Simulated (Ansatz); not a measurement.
A series of calculations on C2H5FO

### Relaxation

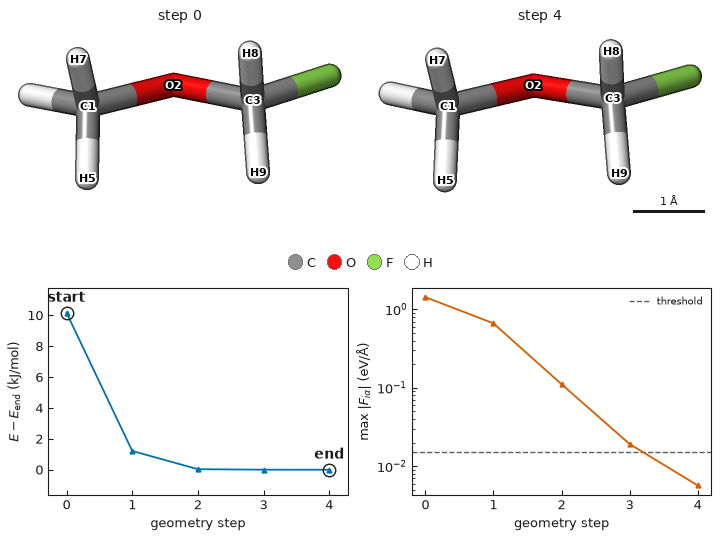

First and last geometry of a relaxation of C₂H₅FO, with the history of the run. A stick model, seen from a free direction.

The run prepares an end point of a later path (torsion) calculation, from a guessed geometry.

All numbers below come from Ansatz 0.2.0, RKS B3LYP-D4/def2-SVP. Settings: no spin polarisation; force threshold 0.015 eV/Å; at most 40 steps.

Q: What do the curves and the structures tell?

A: It converged. An H atom moves most after the best rigid fit: 0.052 Å. Largest moves by element: H 0.052 Å, F 0.048 Å, O 0.035 Å, C 0.030 Å. Among the contacts that change: C–H 1.072 → 1.113 Å, C–F 1.331 → 1.356 Å, C–O 1.405 → 1.383 Å, C–O 1.420 → 1.404 Å. Among the angles between lasting bonds that change: F–C–H 106.3° → 108.7°, C–O–C 111.1° → 113.5°, F–C–H 110.7° → 108.7°. The energy falls by 10.2 kJ/mol in 4 geometry steps. Largest force component: 1.4 eV/Å at the start, 0.0057 eV/Å at the end.

### Relaxation

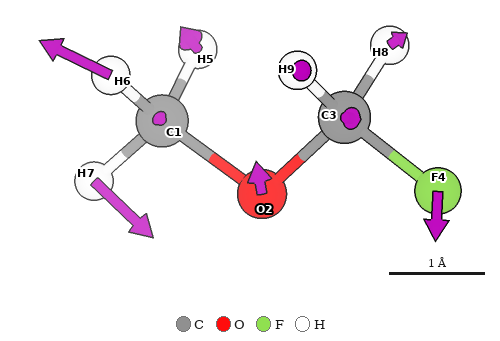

A relaxation of C$_{2}$H$_{5}$FO. The starting structure is drawn; purple arrows show the displacements, 10 times their true length. The two geometries are superimposed by the best rigid fit.

A ball-and-stick model, seen at a tilt.

The run prepares an end point of a later path (torsion) calculation, from a guessed geometry.

Level of theory: Ansatz 0.2.0, RKS B3LYP-D4/def2-SVP. Settings: no spin polarisation; force threshold 0.015 eV/Å; at most 40 steps.

Q: Atoms of which element are displaced furthest, and by how much?

A: Hydrogen: up to 0.088 Å, against 0.055 Å for fluorine.

Q: What did the optimiser do to the structure, and how much energy did it gain?

A: Over 4 geometry steps the energy falls by 3.14 kcal/mol. Largest force component: 2 eV/Å at the start, 0.011 eV/Å at the end. H7 moves most after the best rigid fit: 0.088 Å. By element the largest moves are H 0.088 Å, F 0.055 Å, O 0.037 Å, C 0.030 Å. Among the contacts that change: C1–H6 1.068 → 1.109 Å, C1–H5 1.077 → 1.109 Å, C3–F4 1.331 → 1.356 Å, O2–C3 1.405 → 1.383 Å. Among the angles between lasting bonds that change: O2–C1–H7 111.6° → 107.6°, O2–C1–H6 108.9° → 112.0°, C1–O2–C3 111.1° → 113.6°.

### Path

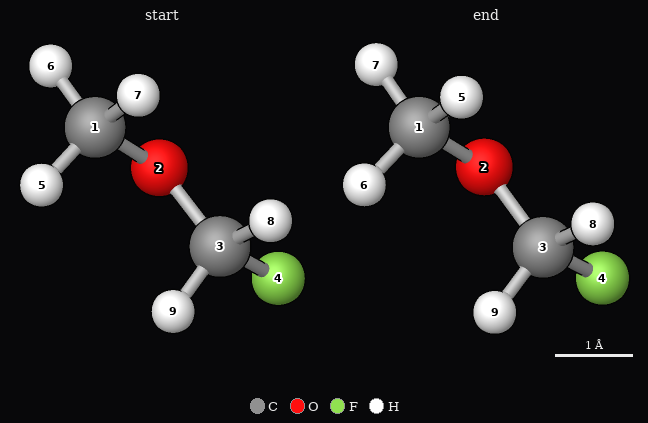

The two relaxed end points of a path for C2H5FO. Style: ball-and-stick. Shown from a free direction.

Level of theory: RKS B3LYP-D4/def2-SVP (Ansatz).

Settings: 7 movable images; climbing image; force threshold 0.03 eV/Å; iteration limit 60.

Start:
```xyz
9

C     0.2911    1.1528    0.0054
O     0.0982    0.0070    0.7939
C    -0.3001   -1.1010    0.0688
F    -0.4563   -2.1307    0.9365
H     1.0792    1.0037   -0.7605
H     0.6034    1.9669    0.6735
H    -0.6382    1.4613   -0.5155
H    -1.2696   -0.9179   -0.4463
H     0.4663   -1.3844   -0.6870
```

End:
```xyz
9

C     0.1161    1.1848   -0.0435
O    -0.5004    0.1152    0.6249
C    -0.1759   -1.1238    0.1033
F    -0.8356   -2.0617    0.8264
H    -0.1773    1.2332   -1.1120
H     1.2225    1.1232    0.0040
H    -0.2037    2.1131    0.4492
H    -0.4891   -1.2075   -0.9614
H     0.9174   -1.3188    0.1779
```

> Predict the minimum-energy path and its barrier.

The two ends have the same energy, and the highest point, image 4, lies 2.51 kcal/mol above the start. The motion is a rotation about the C1–O2 bond by about 120°. No bond forms or breaks between the ends. Bond angles that change up to the highest image, for instance: O2–C1–H6 107.6° → 110.0°, O2–C1–H7 112.1° → 110.0°. The band is converged. At the top, the vibrational analysis gives one imaginary mode (237i cm⁻¹), as a transition state must have.

Energies of the converged images:

```json
{"image": "0", "path (Å)": "0.00", "E (kcal/mol)": "0.00"}
{"image": "1", "path (Å)": "0.39", "E (kcal/mol)": "0.16"}
{"image": "2", "path (Å)": "0.77", "E (kcal/mol)": "0.89"}
{"image": "3", "path (Å)": "1.16", "E (kcal/mol)": "1.97"}
{"image": "4", "path (Å)": "1.55", "E (kcal/mol)": "2.51"}
{"image": "5", "path (Å)": "1.94", "E (kcal/mol)": "1.96"}
{"image": "6", "path (Å)": "2.33", "E (kcal/mol)": "0.87"}
{"image": "7", "path (Å)": "2.72", "E (kcal/mol)": "0.15"}
{"image": "8", "path (Å)": "3.11", "E (kcal/mol)": "0.00"}
```

The geometry at the top of the path:

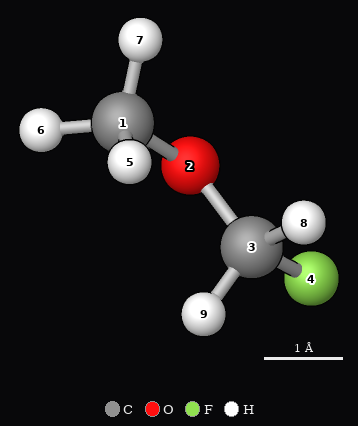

The run took 2.4 min on 1 thread of Intel(R) Xeon(R) Processor @ 2.70GHz, on a shared host, peak memory 0.16 GiB.
